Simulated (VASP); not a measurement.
Charges calculation, with input and output: GaHCNF

The run: charges calculation of GaHCNF (5 atoms in the cell). Method and program: Kohn-Sham DFT of a periodic cell, PBE with TS, VASP PAW PBE potentials, recommended, no spin polarisation (VASP 6.6.1).

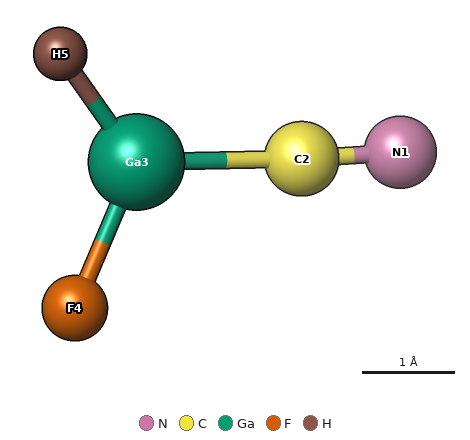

**Figure 1.** The input geometry (ball-and-stick view of the molecule without its box, seen at a tilt; atoms are numbered from 1 in the order of the input).

## Key numbers

- outcome: converged
- electrons treated: 30
- free energy: −26.7435 eV
- dispersion energy: −0.0187 eV
- Fermi energy of the self-consistent step: −8.180 eV
- gap on the k-point mesh: 5.11 eV
- largest force (length of the vector): 1.936 eV/Å
- hardware: 1 thread of Intel Xeon @ 2.90GHz (Ice Lake), 128 GiB of memory available, shared host
- wall time: 3.7 min
- peak memory: 1.5 GiB

## INCAR
```
SYSTEM = GaHCNF
ALGO     = Normal         ! electronic algorithm
EDIFF    = 1E-7           ! SCF threshold, eV
ENCUT    = 520            ! plane-wave cutoff, eV
GGA      = PE             ! functional
ISIF     = 2              ! what is computed and relaxed
ISMEAR   = 0              ! smearing method
IVDW     = 2              ! dispersion correction
LASPH    = .True.         ! aspherical terms in the spheres
LCHARG   = .False.        ! write CHGCAR
LORBIT   = 10             ! projections on sites
LREAL    = .False.        ! projectors in reciprocal space
LWAVE    = .False.        ! write WAVECAR
NELM     = 80             ! most SCF steps
PREC     = Accurate       ! precision mode
SIGMA    = 0.01           ! smearing width, eV
```

## KPOINTS
```
k-points
0
Gamma
  1 1 1
  0 0 0
```

## POSCAR
```
GaHCNF
1.0
   12.0000000000      0.0000000000      0.0000000000
    0.0000000000     13.0000000000      0.0000000000
    0.0000000000      0.0000000000     12.0000000000
N C Ga F H
1 1 1 1 1
Direct
    0.6235291700      0.3616192300      0.6011083300
    0.5757791700      0.4225807700      0.5503000000
    0.5007208300      0.5290192300      0.4668166700
    0.3786375000      0.4849807700      0.4045583300
    0.5372958300      0.6416115400      0.4518083300
```

Command:
```bash
cat potpaw_PBE.64/N/POTCAR potpaw_PBE.64/C/POTCAR potpaw_PBE.64/Ga_d/POTCAR potpaw_PBE.64/F/POTCAR potpaw_PBE.64/H/POTCAR > POTCAR
mpirun -np 1 vasp_gam > vasp.out
```

## OSZICAR
```
N       E                     dE             d eps       ncg     rms          rms(c)
DAV:   1     0.245361319272E+03    0.24536E+03   -0.94122E+03    54   0.970E+02
DAV:   2     0.676679382156E+02   -0.17769E+03   -0.17537E+03    68   0.188E+02
DAV:   3    -0.211074472107E+02   -0.88775E+02   -0.88183E+02    49   0.115E+02
DAV:   4    -0.306229477720E+02   -0.95155E+01   -0.94824E+01    52   0.487E+01
DAV:   5    -0.308432606194E+02   -0.22031E+00   -0.22003E+00    54   0.907E+00    0.108E+01
DAV:   6    -0.272738375259E+02    0.35694E+01   -0.10958E+01    68   0.402E+01    0.542E+00
DAV:   7    -0.268331565962E+02    0.44068E+00   -0.15549E+00    60   0.946E+00    0.283E+00
DAV:   8    -0.267203898595E+02    0.11277E+00   -0.48559E-01    49   0.576E+00    0.110E+00
DAV:   9    -0.267047933701E+02    0.15596E-01   -0.48556E-02    44   0.215E+00    0.458E-01
DAV:  10    -0.267032027944E+02    0.15906E-02   -0.22016E-02    38   0.124E+00    0.240E-01
DAV:  11    -0.267065303806E+02   -0.33276E-02   -0.10968E-02    54   0.104E+00    0.150E-01
DAV:  12    -0.267110153058E+02   -0.44849E-02   -0.31563E-03    46   0.456E-01    0.123E-01
DAV:  13    -0.267165817912E+02   -0.55665E-02   -0.34908E-03    54   0.464E-01    0.518E-02
DAV:  14    -0.267206402823E+02   -0.40585E-02   -0.88170E-04    46   0.208E-01    0.321E-02
DAV:  15    -0.267230675651E+02   -0.24273E-02   -0.42506E-04    46   0.105E-01    0.167E-02
DAV:  16    -0.267239543720E+02   -0.88681E-03   -0.13796E-04    38   0.744E-02    0.155E-02
DAV:  17    -0.267243715457E+02   -0.41717E-03   -0.42107E-05    46   0.427E-02    0.646E-03
DAV:  18    -0.267245981180E+02   -0.22657E-03   -0.21025E-05    38   0.234E-02    0.311E-03
DAV:  19    -0.267246930604E+02   -0.94942E-04   -0.73134E-06    54   0.204E-02    0.497E-03
DAV:  20    -0.267247458155E+02   -0.52755E-04   -0.53104E-06    54   0.195E-02    0.124E-03
DAV:  21    -0.267247596442E+02   -0.13829E-04   -0.55732E-07    30   0.507E-03    0.818E-04
DAV:  22    -0.267247695913E+02   -0.99471E-05   -0.36218E-07    30   0.357E-03    0.321E-04
DAV:  23    -0.267247713181E+02   -0.17268E-05   -0.36977E-08    44   0.168E-03    0.191E-04
DAV:  24    -0.267247741516E+02   -0.28336E-05   -0.56285E-08    30   0.102E-03    0.969E-05
DAV:  25    -0.267247747136E+02   -0.56200E-06   -0.42118E-09    38   0.476E-04    0.962E-05
DAV:  26    -0.267247751107E+02   -0.39710E-06   -0.39137E-09    30   0.410E-04    0.293E-05
DAV:  27    -0.267247751575E+02   -0.46733E-07    0.40707E-09    36   0.173E-04
   1 F= -.26743460E+02 E0= -.26743460E+02  d E =-.114638E-48
```

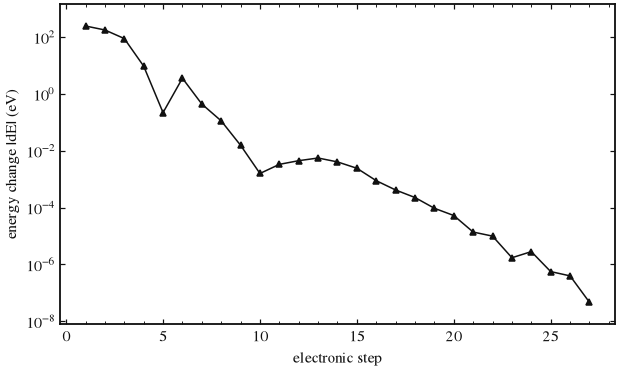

**Figure 2.** Convergence of the self-consistent field: energy change |dE| against the electronic step. It takes 27 electronic steps. The density is held fixed in the first few steps, and dE rises again when its update begins.

## Parts of OUTCAR
```
SYSTEM = GaHCNF
   EDIFF = 1E-7
   ENCUT = 520
   GGA = PE
   ISIF = 2
   ISMEAR = 0
   IVDW = 2
   LASPH = .True.
   LORBIT = 10
   LREAL = .False.
   NELM = 80
   PREC = Accurate
  IVDW =   2
  VDW_C6AU =     24.200    46.600   498.000     9.520     6.500 au
  VDW_ALPHA =    7.400  12.000  60.000   3.800   4.500 au
  VDW_R0AU =    3.345   3.590   4.195   3.042   3.099 au
  VDW_RADIUS =    50.000 A
  VDW_IDAMPF =  0
  VDW_S6 =     1.000
  VDW_SR =     0.940
  VDW_D =    20.000

 ion  position               nearest neighbor table
   1  0.624  0.362  0.601-   2 1.15
   2  0.576  0.423  0.550-   1 1.15   3 1.93
   3  0.501  0.529  0.467-   5 1.54   4 1.74   2 1.93
   4  0.379  0.485  0.405-   3 1.74
   5  0.537  0.642  0.452-   3 1.54

  LATTYP: Found a simple tetragonal cell.
 ALAT       =    12.0000000000
 C/A-ratio  =     1.0833333333

  Lattice vectors:

 A1 = ( -12.0000000000,   0.0000000000,   0.0000000000)
 A2 = (   0.0000000000,   0.0000000000,  12.0000000000)
 A3 = (   0.0000000000,  13.0000000000,   0.0000000000)

Analysis of symmetry for initial positions (statically):
=====================================================================
 Subroutine PRICEL returns:
 Original cell was already a primitive cell.

 Routine SETGRP: Setting up the symmetry group for a
 simple tetragonal supercell.

 Subroutine GETGRP returns: Found  1 space group operations
 (whereof  1 operations were pure point group operations)
 out of a pool of 16 trial point group operations.

The static configuration has the point symmetry C_1 .

Analysis of symmetry for dynamics (positions and initial velocities):
=====================================================================
 Subroutine PRICEL returns:
 Original cell was already a primitive cell.

 Routine SETGRP: Setting up the symmetry group for a
 simple tetragonal supercell.

 Subroutine GETGRP returns: Found  1 space group operations
 (whereof  1 operations were pure point group operations)
 out of a pool of 16 trial point group operations.

The dynamic configuration has the point symmetry C_1 .

 Subroutine INISYM returns: Found  1 space group operations
 (whereof  1 operations are pure point group operations),
 and found     1 'primitive' translations

----------------------------------------------------------------------------------------

                                     Primitive cell

  volume of cell :    1872.0000

  direct lattice vectors                    reciprocal lattice vectors
    12.000000000  0.000000000  0.000000000     0.083333333  0.000000000  0.000000000
     0.000000000 13.000000000  0.000000000     0.000000000  0.076923077  0.000000000
     0.000000000  0.000000000 12.000000000     0.000000000  0.000000000  0.083333333

  length of vectors
    12.000000000 13.000000000 12.000000000     0.083333333  0.076923077  0.083333333

  position of ions in fractional coordinates (direct lattice)
     0.623529170  0.361619230  0.601108330
     0.575779170  0.422580770  0.550300000
     0.500720830  0.529019230  0.466816670
     0.378637500  0.484980770  0.404558330
     0.537295830  0.641611540  0.451808330

  ion indices of the primitive-cell ions
   primitive index   ion index
                 1           1
                 2           2
                 3           3
                 4           4
                 5           5

----------------------------------------------------------------------------------------

 KPOINTS: k-points

Automatic generation of k-mesh.
 Grid dimensions read from file:
 generate k-points for:    1    1    1

 Generating k-lattice:

  Cartesian coordinates                     Fractional coordinates (reciprocal lattice)
     0.083333333  0.000000000  0.000000000     1.000000000  0.000000000  0.000000000
     0.000000000  0.076923077  0.000000000     0.000000000  1.000000000  0.000000000
     0.000000000  0.000000000  0.083333333     0.000000000  0.000000000  1.000000000

  Length of vectors
     0.083333333  0.076923077  0.083333333

  Shift w.r.t. Gamma in fractional coordinates (k-lattice)
     0.000000000  0.000000000  0.000000000

 Subroutine IBZKPT returns following result:
 ===========================================

 Found      1 irreducible k-points:

 Following reciprocal coordinates:
            Coordinates               Weight
  0.000000  0.000000  0.000000      1.000000
   k-points           NKPTS =      1   k-points in BZ     NKDIM =      1   number of bands    NBANDS=     19
   number of dos      NEDOS =    301   number of ions     NIONS =      5
   total plane-waves  NPLWV = 793800
   dimension x,y,z NGX =    90 NGY =   98 NGZ =   90
   dimension x,y,z NGXF=   180 NGYF=  196 NGZF=  180
   ions per type =               1   1   1   1   1
   NGX,Y,Z   is equivalent  to a cutoff of  12.47, 12.53, 12.47 a.u.
   NGXF,Y,Z  is equivalent  to a cutoff of  24.94, 25.06, 24.94 a.u.
 SYSTEM =  GaHCNF
   PREC   = accura    normal or accurate (medium, high low for compatibility)
   ISTART =      0    job   : 0-new  1-cont  2-samecut
   ICHARG =      2    charge: 1-file 2-atom 10-const
   ISPIN  =      1    spin polarized calculation?
   LNONCOLLINEAR =      F non collinear calculations
   LSORBIT =      F    spin-orbit coupling
   LASPH  =      T    aspherical Exc in radial PAW
   ENCUT  =  520.0 eV  38.22 Ry    6.18 a.u.  22.31 24.17 22.31*2*pi/ulx,y,z
   NELM   =     80;   NELMIN=  2; NELMDL= -5     # of ELM steps
   EDIFF  = 0.1E-06   stopping-criterion for ELM
   LREAL  =      F    real-space projection
   EDIFFG = 0.1E-05   stopping-criterion for IOM
   NSW    =      0    number of steps for IOM
   IBRION =     -1    ionic relax: 0-MD 1-quasi-New 2-CG
   NFREE  =      0    steps in history (QN), initial steepest desc. (CG)
   ISIF   =      2    stress and relaxation
   ISYM   =      2    0-nonsym 1-usesym 2-fastsym
   POTIM  = 0.5000    time-step for ionic-motion
   TEBEG  =    0.0;   TEEND  =   0.0 temperature during run
   PSTRESS=    0.0 pullay stress
   NELECT =      30.0000    total number of electrons
   NUPDOWN=      -1.0000    fix difference up-down
   EMIN   =  10.00;   EMAX   =-10.00  energy-range for DOS
   EFERMI =   0.00;   METHOD = LEGACY
   ISMEAR =     0;   SIGMA  =   0.01  broadening in eV -4-tet -1-fermi 0-gaus
   EFERMI_NEDOS =   21; number of points for ismear=-14 and -15
   IALGO  =     38    algorithm
   IMIX   =      4    mixing-type and parameters
     AMIX     =   0.40;   BMIX     =  1.00
     AMIX_MAG =   1.60;   BMIX_MAG =  1.00
  volume/ion in A,a.u.               =     374.40      2526.58
  Fermi-wavevector in a.u.,A,eV,Ry     =   0.412743  0.779972  2.317847  0.170357
  Thomas-Fermi vector in A             =   1.369916
   LORBIT       =     10    0 simple, 1 ext, 2 COOP (PROOUT), +10 PAW based schemes
   GGA     = PE    functional components
   LHFCALC =     F    Hartree Fock is set to
   AEXX    =    0.0000 exact exchange contribution
   IVDW    =     2    specifies the selected vdW correction
   LEPSILON=     F    determine dielectric tensor
   LRPA    =     F    only Hartree local field effects (RPA)
 non-spin polarized calculation
 Gauss-broadening in eV      SIGMA  =   0.01
  energy-cutoff  :      520.00
  volume of cell :     1872.00
 maximum number of plane-waves:     25235
 NGX is ok and might be reduce to    90
   NGX = 45   NGY = 49   NGZ = 45

 number of electron      29.9999991 magnetization

 Free energy of the ion-electron system (eV)
  ---------------------------------------------------
  ext. energy  EPLUGINS =         0.00000000
  ---------------------------------------------------
  free energy    TOTEN  =       -26.72477516 eV

  energy without entropy =      -26.72477516  energy(sigma->0) =      -26.72477516

 E-fermi :  -8.1796     XC(G=0):  -0.6913     alpha+bet : -0.2663

 val. band max:       -8.2832801668   @ k =   0.0000   0.0000   0.0000
 cond. band min:      -3.1761996976   @ k =   0.0000   0.0000   0.0000
 fundamental gap:      5.1070804692
 Fermi energy:        -8.1795919214

 k-point     1 :       0.0000    0.0000    0.0000
  band No.  band energies     occupation
      1     -28.6783      2.00000
      2     -22.7614      2.00000
      3     -20.7340      2.00000
      4     -20.6067      2.00000
      5     -20.5627      2.00000
      6     -20.4778      2.00000
      7     -20.3403      2.00000
      8     -13.5527      2.00000
      9     -10.8426      2.00000
     10      -9.8840      2.00000
     11      -9.5111      2.00000
     12      -9.0496      2.00000
     13      -8.7952      2.00000
     14      -8.6416      2.00000
     15      -8.2833      2.00000
     16      -3.1762      0.00000
     17      -1.6801      0.00000
     18      -1.2314      0.00000
     19      -0.2441      0.00000

------------------------ aborting loop because EDIFF is reached ----------------------------------------

  Hirshfeld charges:
            ion         q(e)
   ------------------------------
      1     N       -0.17991132
      2     C       -0.07234095
      3     Ga       0.58172427
      4     F       -0.27089101
      5     H       -0.05858098

  Tkatchenko/Scheffler method for vdW energy calculation

  Number of pair interactions contributing to vdW energy:    4104

  Edisp (eV):   -0.01869

  FORCE on cell =-STRESS in cart. coord.  units (eV):
  Direction    XX          YY          ZZ          XY          YZ          ZX
  --------------------------------------------------------------------------------------
  -------------------------------------------------------------------------------------
  Total       1.07442     0.88505     0.69399    -0.53702    -0.65369     0.89822
  in kB       0.91956     0.75748     0.59396    -0.45961    -0.55947     0.76875
  external pressure =        0.76 kB  Pullay stress =        0.00 kB

 VOLUME and BASIS-vectors are now :
 -----------------------------------------------------------------------------
  energy-cutoff  :      520.00
  volume of cell :     1872.00
      direct lattice vectors                 reciprocal lattice vectors
    12.000000000  0.000000000  0.000000000     0.083333333  0.000000000  0.000000000
     0.000000000 13.000000000  0.000000000     0.000000000  0.076923077  0.000000000
     0.000000000  0.000000000 12.000000000     0.000000000  0.000000000  0.083333333

 POSITION                                       TOTAL-FORCE (eV/Angst)
 -----------------------------------------------------------------------------------
      7.48235      4.70105      7.21330         0.956009     -1.320992      1.019122
      6.90935      5.49355      6.60360        -0.980305      1.314400     -1.029523
      6.00865      6.87725      5.60180         0.518414      0.296766      0.231800
      4.54365      6.30475      4.85470        -0.445271     -0.180666     -0.225638
      6.44755      8.34095      5.42170        -0.048848     -0.109508      0.004240
 -----------------------------------------------------------------------------------
    total drift:                                0.000786     -0.000757     -0.000752

  FREE ENERGIE OF THE ION-ELECTRON SYSTEM (eV)
  ---------------------------------------------------
  free  energy   TOTEN  =       -26.7434603855 eV

  energy  without entropy=      -26.7434603855  energy(sigma->0) =      -26.74346039

 total charge

# of ion       s       p       d       tot
------------------------------------------
    1        1.346   2.463   0.000   3.809
    2        0.948   1.745   0.000   2.693
    3        0.869   0.810  10.102  11.780
    4        1.743   4.328   0.000   6.071
    5        0.528   0.011   0.000   0.539
--------------------------------------------------
tot          5.434   9.356  10.102  24.892
```

## CONTCAR
```
GaHCNF
   1.00000000000000
    12.0000000000000000    0.0000000000000000    0.0000000000000000
     0.0000000000000000   13.0000000000000000    0.0000000000000000
     0.0000000000000000    0.0000000000000000   12.0000000000000000
  N               C               Ga              F               H
     1     1     1     1     1
Direct
     0.6235291699999976    0.3616192300000023    0.6011083300000024
     0.5757791699999970    0.4225807700000033    0.5503000000000000
     0.5007208299999988    0.5290192300000029    0.4668166700000000
     0.3786375000000035    0.4849807699999999    0.4045583300000004
     0.5372958299999979    0.6416115399999995    0.4518083299999986

  0.00000000E+00  0.00000000E+00  0.00000000E+00
  0.00000000E+00  0.00000000E+00  0.00000000E+00
  0.00000000E+00  0.00000000E+00  0.00000000E+00
  0.00000000E+00  0.00000000E+00  0.00000000E+00
  0.00000000E+00  0.00000000E+00  0.00000000E+00
```

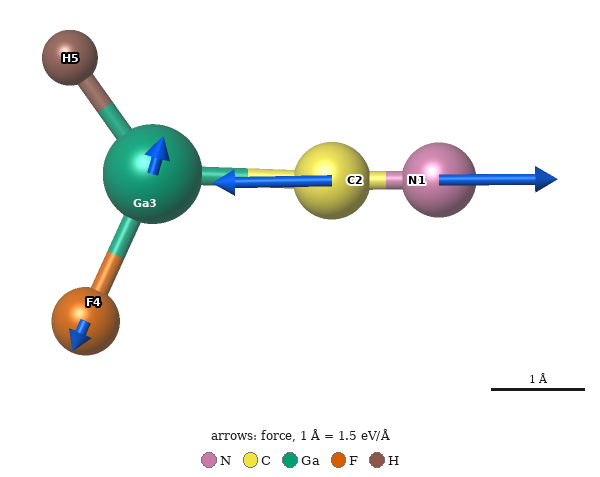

**Figure 3.** Forces on the atoms as blue arrows (ball-and-stick view of the molecule without its box, seen on its broad side; atoms are numbered from 1 in the order of the input); the smallest are left out. The largest act on C2 (1.94 eV/Å); N1 (1.92 eV/Å); Ga3 (0.64 eV/Å). The geometry is not a stationary point of this energy.

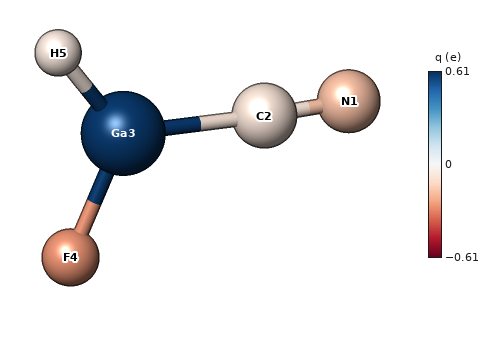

**Figure 4.** Hirshfeld charges, as the colour of each atom (ball-and-stick view of the molecule without its box, seen at a tilt; atoms are numbered from 1 in the order of the input). By element: N −0.18, C −0.07, Ga +0.58, F −0.27 and H −0.06 e.
